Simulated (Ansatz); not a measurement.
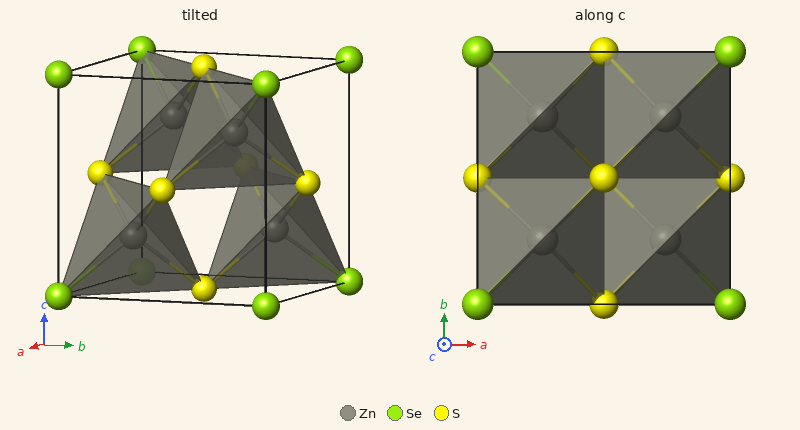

Polyhedral model, viewed slightly off an axis and along the c axis. The edges of the conventional unit cell are marked.

Zn$_{4}$SeS$_{3}$, space group P-43m (No. 215), a = 5.516 Å, b = 5.516 Å, c = 5.516 Å, α = 90.00°, β = 90.00°, γ = 90.00°. It derives from a structure type filled with these elements by a generator (whether the compound takes this form wasn't checked). Earlier steps of the study, as a rule a relaxation of our own, may have changed the cell and positions, so they can lie some per cent off the listed ones. A calculation with Ansatz used it as input.

This one geometry was computed with Ansatz (DFT, plane waves, PAW) at three levels of theory: PBE, r2SCAN and LDA.

> Which level gives the highest pressure at this volume, and what does that say about its equilibrium volume?

Highest: PBE (0.0 GPa), which points to the largest equilibrium volume. Lowest, with the smallest volume: LDA (-5.7 GPa). Levels within 0.5 GPa of each other can't be told apart.

> How does the band gap change with the level of theory?

LDA: a gap of 1.48 eV, direct; PBE: a gap of 1.73 eV, direct; r2SCAN: a gap of 2.27 eV, direct.

> Collect the results in a table.

| level | cutoff (eV) | k-mesh of the run's cell | gap (eV) | pressure (GPa) |
| --- | --- | --- | --- | --- |
| PBE | 420 | 6×6×6 | 1.73 | 0.0 |
| r2SCAN | 500 | 6×6×6 | 2.27 | -2.2 |
| LDA | 420 | 6×6×6 | 1.48 | -5.7 |

Gaps are taken on the k-mesh or band path of each run.
